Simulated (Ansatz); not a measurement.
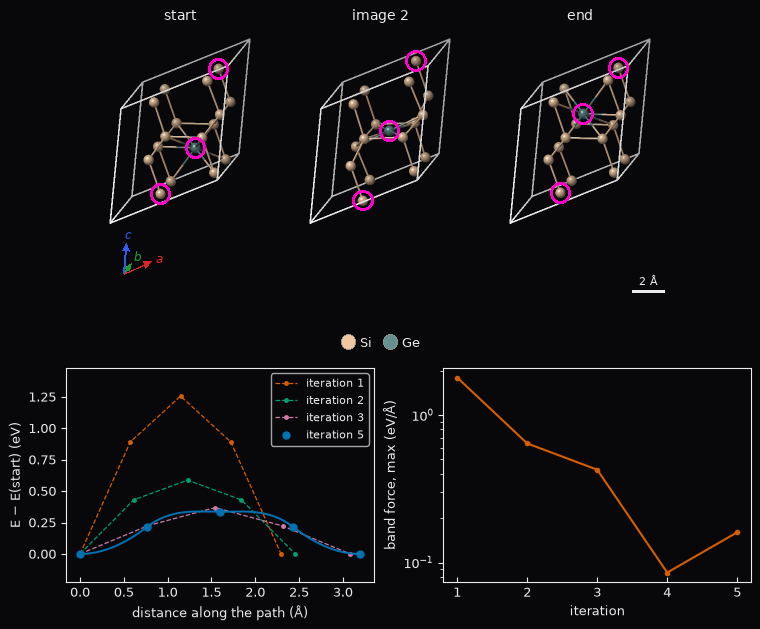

NEB run on Si with an interstitial Ge (17 atoms in the cell). Images are numbered from 0 (start) to 4 (end). The plot follows the band through its iterations. The picture is a ball-and-stick view of the reduced simulation cell (origin moved), seen slightly off an axis. The atoms that move most are ringed. Lengths and directions refer to the drawn axes. Bonds to atoms that aren't drawn are left out.

All numbers below come from Ansatz 0.2.0, DFT PBE-D3(BJ), scalar-relativistic, plane waves, PAW. Run with plane-wave cutoff 420 eV; k-point mesh 2 × 2 × 2; Gaussian smearing 0.02 eV; 3 movable images; climbing image; force threshold 0.4 eV/Å; iteration limit 50.

Question: Judge this run.

Answer: The run is converged, with reservations. The band converged in 5 iterations. The largest component of the band force went from 1.8 to 0.16 eV/Å. The climbing image converged on the top of the path. Its curvatures weren't checked. The force threshold is loose. The first iteration put the highest image at 1.26 eV. The two ends have the same energy, and the highest point, image 2, lies 0.34 eV above the start.

Limits of the set-up: the periodic images lie only 7.7 Å apart, so the values are limited by the cell's size.

Cost: 2.2 min on 1 thread of Arm Neoverse V1, with other jobs on the host, peak memory 0.75 GiB.

PAW datasets: the set soft_1.
